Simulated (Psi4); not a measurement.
**BH2O (SMILES [BH]O) at USCAN/pcseg-1 (sweep point 6)**

What is the vertical ionisation energy of BH2O at USCAN/pcseg-1 (sweep point 6)? 

Program for the calculation: Psi4 1.11.

### Step 1. The system as given

The species is BH2O (4 atoms), meant as a doublet with charge 0. SMILES: `[BH]O`. The coordinates come from a PBE0-D4/def2-TZVP relaxation.

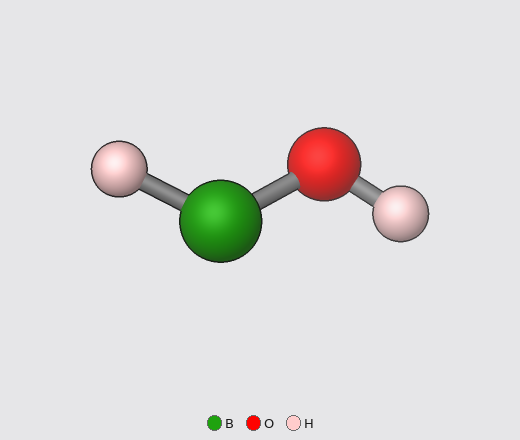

Viewed from a chosen angle; boron green, oxygen red, hydrogen pink.

### Step 2. A single-point energy at USCAN/pcseg-1 (sweep point 6)

Contents of bh2o.in:

```
memory 1.6 GB

molecule m {
  0 2
  B     -0.006100    -0.485500     0.388300
  O      0.119700     0.544500    -0.448600
  H     -1.064200    -1.032400     0.540300
  H      1.006100     0.913200    -0.500300
  symmetry c1
}

set {
  basis pcseg-1
  reference uks
  puream true
  scf_type pk
  dft_radial_points 99
  dft_spherical_points 590
  maxiter 150
}

result, w = energy('scan', return_wfn=True)
```

Started as:

```console
$ psi4 -n 1 bh2o.in bh2o.out
```

bh2o.out:

```text
[...]
  Running in c1 symmetry.
[...]
  Nuclear repulsion =   25.941696431051930
[...]
  Multiplicity = 2
[...]
  Nalpha       = 8
  Nbeta        = 7
[...]
    Number of basis functions: 38
[...]
   @UKS iter   1:  -101.00179043372012   -3.15410e-01   1.71532e-02 DIIS/ADIIS
[...]
   @UKS iter   9:  -101.17106126463487   -1.71450e-09   2.19645e-07 DIIS
[...]
   @S^2 Observed:                7.520491805E-01
[...]
    Orbital Energies [Eh]
    ---------------------
    Alpha Occupied:
       1A    -18.989337     2A     -6.672650     3A     -1.030223
       4A     -0.562009     5A     -0.406698     6A     -0.384207
       7A     -0.360396     8A     -0.171119
    Alpha Virtual:
       9A     -0.047392    10A      0.037663    11A      0.143952
      12A      0.154200    13A      0.248688    14A      0.284181
      15A      0.328646    16A      0.524208    17A      0.536014
      18A      0.651696    19A      0.838470    20A      0.842471
      21A      0.974199    22A      1.314869    23A      1.380668
      24A      1.393164    25A      1.530822    26A      1.629652
[...]
  @UKS Final Energy:  -101.17106126463487
   => Energetics <=
    Nuclear Repulsion Energy =             25.9416964310519305
    One-Electron Energy =                -188.6367709136534927
    Two-Electron Energy =                  74.8472712166815768
    DFT Exchange-Correlation Energy =     -13.3232579987148814
    Empirical Dispersion Energy =           0.0000000000000000
    VV10 Nonlocal Energy =                  0.0000000000000000
    Total Energy =                       -101.1710612646348721
[...]
 Multipole Moments:
 ------------------------------------------------------------------------------------
     Multipole            Electronic (a.u.)      Nuclear  (a.u.)        Total (a.u.)
 ------------------------------------------------------------------------------------
 L = 1.  Multiply by 2.5417464519 to convert [e a0] to [Debye]
 Dipole X            :          0.6002685           -0.1051617            0.4951069
 Dipole Y            :          0.0915559            0.2503438            0.3418997
 Dipole Z            :          0.0994351           -0.2436892           -0.1442541
 Magnitude           :                                                    0.6187370
[...]
```

Run time: 11 s. Hardware: 1 thread of Intel Xeon Platinum 8375C at 2.90GHz (Ice Lake), shared host; peak memory 0.8 GiB.

### Step 3. The singlet cation at the same level

Contents of job.in:

```
memory 1600 MB

molecule m {
  1 1
  B     -0.006100    -0.485500     0.388300
  O      0.119700     0.544500    -0.448600
  H     -1.064200    -1.032400     0.540300
  H      1.006100     0.913200    -0.500300
  symmetry c1
}

set basis pcseg-1
set puream true
set scf_type pk
set dft_radial_points 99
set dft_spherical_points 590

E, wfn = energy("scan", return_wfn=True)
```

Started as:

```console
$ psi4 job.in job.out -n 1
```

job.out:

```text
[...]
  Running in c1 symmetry.
[...]
  Nuclear repulsion =   25.941696431051930
[...]
  Multiplicity = 1
[...]
  Nalpha       = 7
  Nbeta        = 7
[...]
    Number of basis functions: 38
[...]
   @RKS iter   1:  -100.70260468961136   -1.62239e-02   1.63004e-02 ADIIS/DIIS
[...]
   @RKS iter   8:  -100.85584273611650   -5.15317e-08   9.82750e-07 DIIS
[...]
    Orbital Energies [Eh]
    ---------------------
    Doubly Occupied:
       1A    -19.316166     2A     -7.074397     3A     -1.344960
       4A     -0.869368     5A     -0.710528     6A     -0.697990
       7A     -0.665769
[...]
  @RKS Final Energy:  -100.85584273611650
   => Energetics <=
    Nuclear Repulsion Energy =             25.9416964310519305
    One-Electron Energy =                -183.7883516081548692
    Two-Electron Energy =                  69.9661442817146337
    DFT Exchange-Correlation Energy =     -12.9753318407281828
    Empirical Dispersion Energy =           0.0000000000000000
    VV10 Nonlocal Energy =                  0.0000000000000000
    Total Energy =                       -100.8558427361165002
[...]
 Multipole Moments:
 ------------------------------------------------------------------------------------
     Multipole            Electronic (a.u.)      Nuclear  (a.u.)        Total (a.u.)
 ------------------------------------------------------------------------------------
 L = 1.  Multiply by 2.5417464519 to convert [e a0] to [Debye]
 Dipole X            :          0.7675454           -0.1051617            0.6623838
 Dipole Y            :         -0.8978053            0.2503438           -0.6474615
 Dipole Z            :          0.9882208           -0.2436892            0.7445316
 Magnitude           :                                                    1.1883964
[...]
```

It took 8.1 s on 1 thread of Intel Xeon Platinum 8375C at 2.90GHz (Ice Lake), shared host; peak memory 0.8 GiB.

### Step 4. Results

Level: USCAN/pcseg-1 (sweep point 6).

```
                                          quantity          value
                        doublet BH2O: total energy  -101.17106 Eh
                       doublet BH2O: dipole moment         1.57 D
  doublet BH2O: HOMO energy (highest over α and β)       -4.66 eV
   doublet BH2O: LUMO energy (lowest over α and β)       -1.32 eV
                                doublet BH2O: ⟨S²⟩          0.752
                      singlet cation: total energy  -100.85584 Eh
                       singlet cation: HOMO energy      -18.12 eV
                       singlet cation: LUMO energy      -12.00 eV
                     singlet cation: HOMO–LUMO gap        6.12 eV
vertical ionisation energy (to the singlet cation)       8.578 eV
```

What this shows: The vertical ionisation energy comes to 8.58 eV (828 kJ/mol). Only the singlet of the ionised species was computed; a triplet could lie lower.
